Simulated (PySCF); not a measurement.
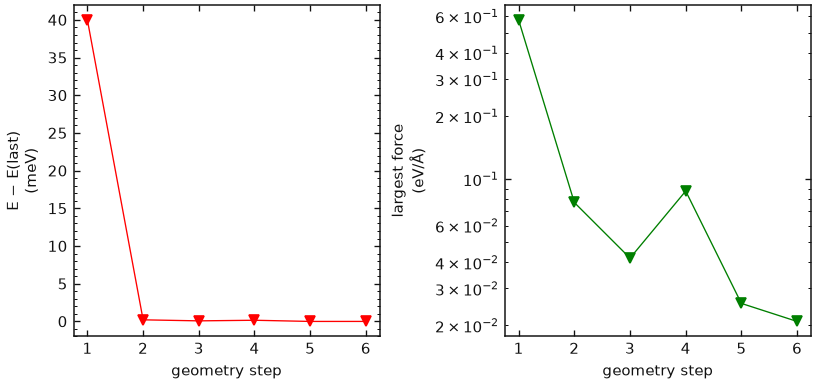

History of a geometry optimisation.

- system: 4-chloroindole (SMILES Clc1cccc2[nH]ccc12)
- method: PBE0-D3(BJ)/def2-SVP, geometry optimisation (PySCF 2.14.0, density fitting)

Q: How did it end, and what did it gain?

A: The optimisation met its thresholds at geometry 6, counting the start as the first. The energy fell by about 40 meV from the first step to the last. The largest force goes from about 0.58 eV/Å at the start to 0.021 eV/Å at the end.
